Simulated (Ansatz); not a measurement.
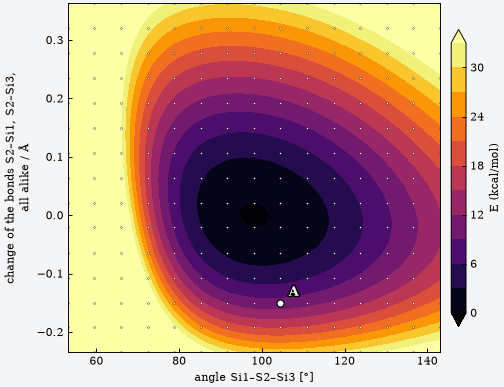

H6SSi2, SMILES [SiH3]S[SiH3]. The first coordinate is: angle Si1–S2–Si3; the second: change of the bonds S2–Si1, S2–Si3, all alike. Nothing is relaxed (all other coordinates rigid). The grid has 15 × 15 points. Points are written as (first, second). Energies are in kcal/mol, from the lowest grid point. Theory: Ansatz 0.2.0, RKS PBE0-D4/def2-TZVP.

Drawn: filled contours, dots at the grid points, one colour for all values above the top of the scale, the point A. Between grid points the surface is interpolated.

Which way does the force act at A, and how strong is it?

A, at (104.5°, −0.150 Å), is not a stationary point. The computed force is 0.06 kcal/mol for each degree towards smaller values of angle Si1–S2–Si3 and 149 kcal/mol for each Å towards larger values of the second coordinate.
